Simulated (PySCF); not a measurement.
**Sr₂O₂: singlet, from a rhombic ring start**

Where does singlet Sr₂O₂ go from a rhombic ring start, is the end point a minimum, and what are its modes, charges and moments?

Program: PySCF 2.14.0. Level of theory: PBE0, basis Sr def2-TZVP with ECP28, O def2-TZVP, scalar-relativistic core potentials, no spin–orbit coupling, density fitting. These are calculated values, not measurements.

**1. Starting geometry**

4 atoms, charge 0, spin multiplicity 1.

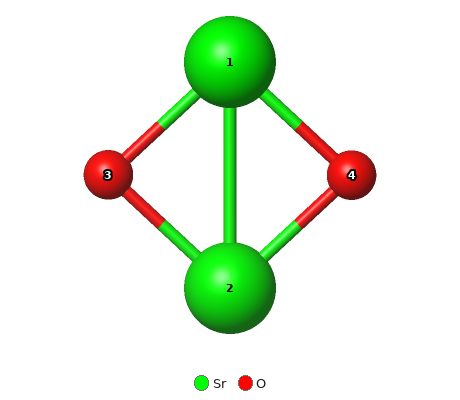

As it starts; strontium green, oxygen red; atoms are numbered from 1 in the order of the file.

Coordinates in bohr (charge 0 multiplicity 1):
```
Sr    3.3879    0.0000    0.0000
Sr   -3.3879    0.0000    0.0000
O     0.0000    3.6332    0.0000
O     0.0000   -3.6332    0.0000
```

**2. Finding the electronic state**

One driver script runs all steps and calls PySCF; scf.py shows how it sets up the SCF of each step. The optimiser is the driver's own. After this first run the driver tries any further starts and a stability analysis.

Contents of scf.py:

```python
from pyscf import gto, scf, dft
mol = gto.M(atom='''
Sr     1.792800     0.000000     0.000000
Sr    -1.792800     0.000000     0.000000
O      0.000000     1.922600     0.000000
O      0.000000    -1.922600     0.000000''',
    basis={'Sr': 'def2-TZVP', 'O': 'def2-TZVP'},
    ecp={'Sr': 'def2-TZVP'},
    charge=0, spin=0)
mf = dft.RKS(mol, xc='PBE0')
mf.grids.atom_grid = (50, 194)
aux = {'Sr': 'def2-universal-JKFIT', 'O': 'def2-universal-JKFIT'}
mf = mf.density_fit(auxbasis=aux)
mf.conv_tol = 1e-08
mf.diis_space = 10
mf.max_cycle = 60
mf.init_guess = 'minao'
mf.verbose = 4
mf.kernel()
```

Started as:

```console
> OMP_NUM_THREADS=2 python axn.py task.json out
```

Standard output:

```text
init E= -208.14972784195
  HOMO = -0.598442468949724  LUMO = -0.363380959784948  gap/eV = 6.39635
cycle= 1 E= -211.043009541378  delta_E= -2.89  |g|=  1.7  |ddm|= 3.72
  HOMO = 0.0195075037308194  LUMO = 0.0238963308190198  gap/eV = 0.11943
cycle= 2 E= -195.938809822419  delta_E= 15.1  |g|= 3.95  |ddm|= 5.05
  HOMO = -0.426932285312313  LUMO = -0.130480366946436  gap/eV = 8.06687
cycle= 3 E= -211.137292909812  delta_E= -15.2  |g|= 1.52  |ddm|= 5.01
  HOMO = -0.367672939141539  LUMO = -0.130585227355443  gap/eV = 6.45149
cycle= 4 E= -211.36296527754  delta_E= -0.226  |g|= 1.21  |ddm|= 0.394
  HOMO = -0.14515660218758  LUMO = -0.0596578953889321  gap/eV = 2.32654
cycle= 5 E= -211.748397347577  delta_E= -0.385  |g|= 0.0537  |ddm|= 1.06
  HOMO = -0.146465368062638  LUMO = -0.0582967136398327  gap/eV = 2.39919
cycle= 6 E= -211.749179967543  delta_E= -0.000783  |g|= 0.0438  |ddm|= 0.182
  HOMO = -0.151088262531244  LUMO = -0.0602869467588344  gap/eV = 2.47083
cycle= 7 E= -211.74958678113  delta_E= -0.000407  |g|= 0.0163  |ddm|= 0.0258
  HOMO = -0.152537841142728  LUMO = -0.0609712574462714  gap/eV = 2.49165
cycle= 8 E= -211.74962253109  delta_E= -3.57e-05  |g|= 0.0116  |ddm|= 0.0127
  HOMO = -0.153193001419293  LUMO = -0.0610885801278123  gap/eV = 2.50629
cycle= 9 E= -211.749650724858  delta_E= -2.82e-05  |g|= 0.00332  |ddm|= 0.00546
  HOMO = -0.153576924016968  LUMO = -0.0611399470325314  gap/eV = 2.51534
cycle= 10 E= -211.749653288015  delta_E= -2.56e-06  |g|= 0.000469  |ddm|= 0.00269
  HOMO = -0.153524424046847  LUMO = -0.0611285710933307  gap/eV = 2.51422
cycle= 11 E= -211.749653348702  delta_E= -6.07e-08  |g|= 1.54e-05  |ddm|= 0.000414
  HOMO = -0.153519677963894  LUMO = -0.0611254638612389  gap/eV = 2.51417
cycle= 12 E= -211.749653348845  delta_E= -1.43e-10  |g|= 3.62e-06  |ddm|= 5e-05
  HOMO = -0.153520431573929  LUMO = -0.0611253871557726  gap/eV = 2.51420
Extra cycle  E= -211.749653348816  delta_E= 2.86e-11  |g|= 1.26e-05  |ddm|= 1.53e-05
converged SCF energy = -211.749653348816
```

This step, with its further starts and checks, needed 7 s of wall time on 2 threads of Intel Xeon Platinum 8488C (Sapphire Rapids), shared host.

No lower closed-shell solution turned up in the test of internal stability.

**3. Rhombic ring start, singlet: relaxation**

The program finds D2h symmetry in the start, which this walk keeps. The walk stops when the largest gradient is under 0.0003 Eh/bohr and the energy has settled too.

scf.py: that of step 2 with these lines changed.

```diff
@@ -4,2 +4,2 @@
-Sr    -1.792800     0.000000     0.000000
-O      0.000000     1.922600     0.000000
+Sr    -1.792800    -0.000000    -0.000000
+O     -0.000000     1.922600    -0.000000
@@ -17 +16,0 @@
-mf.init_guess = 'minao'
```

Steps of the walk:

```
step  energy (Eh)  change (kJ/mol)  largest symmetric gradient (Eh/bohr)
   0  -211.749653             0.00                               0.07008
   1  -211.797539          -125.72                               0.06205
   2  -211.864080          -300.43                               0.01824
   3  -211.865147          -303.23                               0.01848
   4  -211.866671          -307.23                               0.00139
   5  -211.866685          -307.27                               0.00017
   6  -211.866686          -307.27                               0.00001
```

The walk took 42 s.

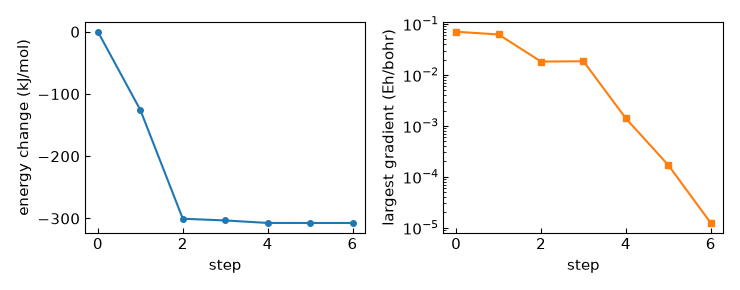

How energy and gradient fall.

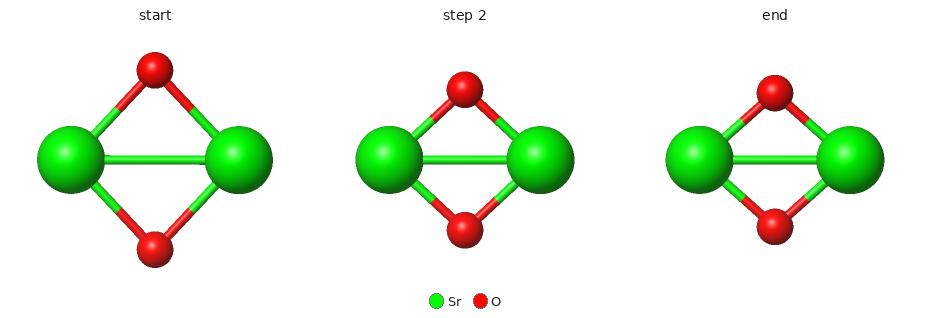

Start and end of the relaxation, with a step between.

After 6 steps and 307.3 kJ/mol it ends at D2h: Sr–O 2.157 Å (×4), Sr–Sr 3.221 Å; O–Sr–O 83.4° (×2), O–Sr–Sr 41.7° (×4), Sr–O–Sr 96.6° (×2).

**4. Frequencies**

The point is checked on the finer grid, and tightened if its gradient asks for it. The Hessian and the dipole derivatives come from central differences of analytic gradients, with steps of 0.02 bohr.

scf.py: that of step 3 with these lines changed.

```diff
@@ -3,4 +3,4 @@
-Sr     1.792800     0.000000     0.000000
-Sr    -1.792800    -0.000000    -0.000000
-O     -0.000000     1.922600    -0.000000
-O      0.000000    -1.922600     0.000000''',
+Sr     1.611930     0.000000     0.000000
+Sr    -1.611930    -0.000000    -0.000000
+O     -0.000000     1.433541    -0.000000
+O      0.000000    -1.433541     0.000000''',
@@ -11 +11 @@
-mf.grids.atom_grid = (50, 194)
+mf.grids.atom_grid = (75, 302)
@@ -14 +14 @@
-mf.conv_tol = 1e-08
+mf.conv_tol = 1e-10
```

The driver hands on the density of the step before, so the log starts near convergence.

Log of the central SCF (cycles and frontier levels):

```text
init E= -211.866414134986
  HOMO = -0.169722468139952  LUMO = -0.0366199621555334  gap/eV = 3.62190
cycle= 1 E= -211.866414134948  delta_E= 3.84e-11  |g|= 1.51e-05  |ddm|= 1.2e-05
  HOMO = -0.169722014236505  LUMO = -0.0366199622019253  gap/eV = 3.62189
cycle= 2 E= -211.866414134611  delta_E= 3.37e-10  |g|= 4.36e-05  |ddm|= 3.45e-05
  HOMO = -0.169722342790919  LUMO = -0.036619970604002  gap/eV = 3.62190
cycle= 3 E= -211.866414134993  delta_E= -3.82e-10  |g|= 1.57e-07  |ddm|= 2.57e-05
  HOMO = -0.169722360578296  LUMO = -0.0366199698009007  gap/eV = 3.62190
cycle= 4 E= -211.866414134992  delta_E= 5.12e-13  |g|= 7.64e-08  |ddm|= 1.43e-07
  HOMO = -0.169722337237765  LUMO = -0.0366199676354124  gap/eV = 3.62190
Extra cycle  E= -211.866414134993  delta_E= -2.84e-13  |g|= 1.95e-07  |ddm|= 1.5e-07
converged SCF energy = -211.866414134993
```

The whole step took 94 s.

Geometry: D2h; Sr–O 2.157 Å (×4), Sr–Sr 3.224 Å; O–Sr–O 83.3° (×2), O–Sr–Sr 41.6° (×4), Sr–O–Sr 96.7° (×2).

Modes, for the most abundant isotopes:

```tsv
symmetry	ω (cm⁻¹)	IR (km/mol)
b3u	194	131
ag	239	0.0
b3g	372	0.0
b2u	454	302
ag	507	0.0
b1u	562	367
```

No imaginary mode, so this is a minimum.

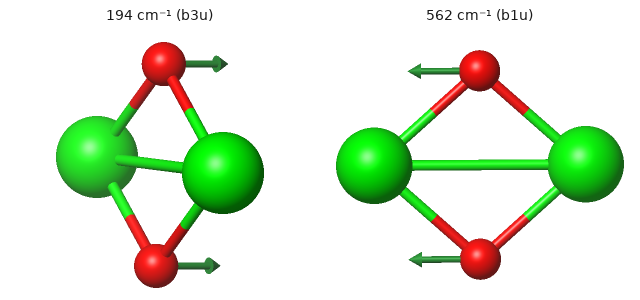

Displacements of 2 of the modes, as arrows (one member where a mode is degenerate).

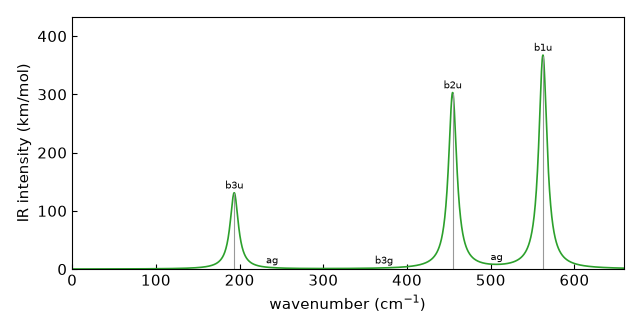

The harmonic infrared spectrum (widths in cm⁻¹). Lines are broadened to a width of 12 cm⁻¹ (Lorentzian).

Properties at this point:

```
Dipole moment                                                   : 0.00 D
Highest occupied level                                          : -4.62 eV
Lowest empty level                                              : -1.00 eV
Rotational constants                                            : 0.2564, 0.0369, 0.03226 cm⁻¹
Zero-point energy                                               : 13.9 kJ/mol
Principal polarisabilities                                      : 51.3, 80.4, 113.4 bohr³
Atomisation energy without zero-point energy                    : 1244 kJ/mol
Principal traceless quadrupole moments about the centre of mass : -40.53, -0.23, 40.76 D Å
Entropy at 298.15 K and 1 bar                                   : 310.7 J/(mol K)
Heat capacity Cp at 298.15 K                                    : 70.3 J/(mol K)
Enthalpy at 298.15 K above 0 K                                  : 15.36 kJ/mol
Rotational symmetry number                                      : 4
```

Populations by atom (charges in e):

```csv
atom,Mulliken,Löwdin,polar tensor,Mayer order to Sr1
Sr1,1.09,0.72,1.33,–
Sr2,1.09,0.72,1.33,0.07
"O3,4",-1.09,-0.72,-1.33,0.74
```

Mulliken populations on Sr1 (outside its core potential): s 2.08, p 6.12, d 0.71.

**5. Fields at the lowest minimum**

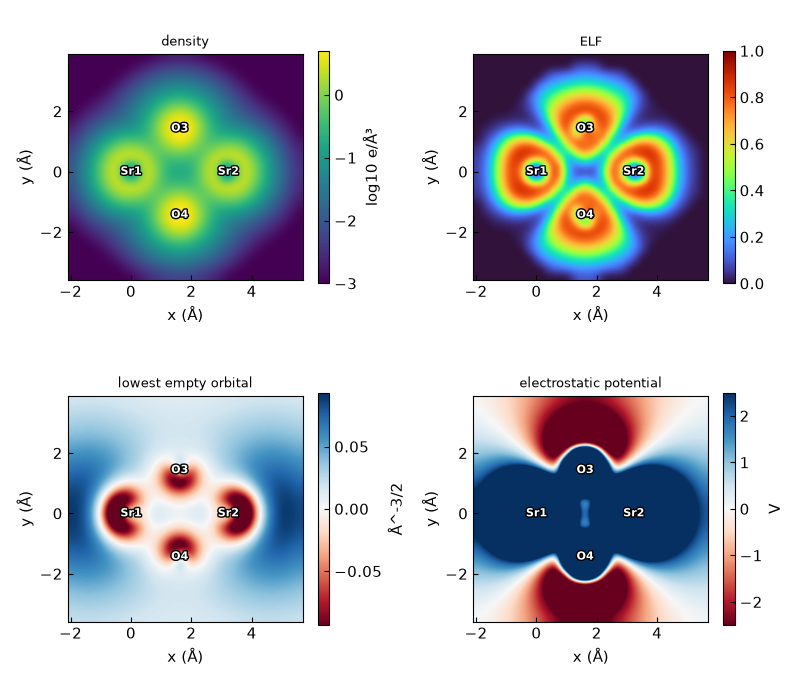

The plane holds Sr1 at (0.00, 0.00), Sr2 at (3.22, 0.00), O3 at (1.61, 1.43), O4 at (1.61, -1.43) Å. ELF is set to 0 where the density is under 0.005 e/Å³; an orbital's overall sign is arbitrary. The potential's colours end at ±2.5 V. Electrons inside core potentials are absent.

Making the fields took 1.8 s.

**6. Results**

```
                                 quantity                                                                                        value
                                  minimum                                                                                 singlet, D2h
                                 geometry  Sr–O 2.157 Å (×4), Sr–Sr 3.224 Å; O–Sr–O 83.3° (×2), O–Sr–Sr 41.6° (×4), Sr–O–Sr 96.7° (×2)
                       wavenumbers (cm⁻¹)                               194 (b3u), 239 (ag), 372 (b3g), 454 (b2u), 507 (ag), 562 (b1u)
                            dipole moment                                                                                       0.00 D
     highest occupied, lowest empty level                                                                              -4.62, -1.00 eV
               polar-tensor charge of Sr1                                                                                      +1.33 e
                        zero-point energy                                                                                  13.9 kJ/mol
                      entropy at 298.15 K                                                                              310.7 J/(mol K)
atomisation energy (no zero-point energy)                                                                                  1244 kJ/mol
```

**Reading.** The molecule stays D2h, as typed, and the end point is a minimum. The strongest infrared band lies at 562 cm⁻¹ (b1u). The dipole vanishes although Sr1 carries +1.3 e by the polar tensor: the bond dipoles cancel. Only this shape and spin were tried, so other structures or states may lie lower.

The search up to here needed 2.4 min of wall time on 2 threads of Intel Xeon Platinum 8488C (Sapphire Rapids), shared host.
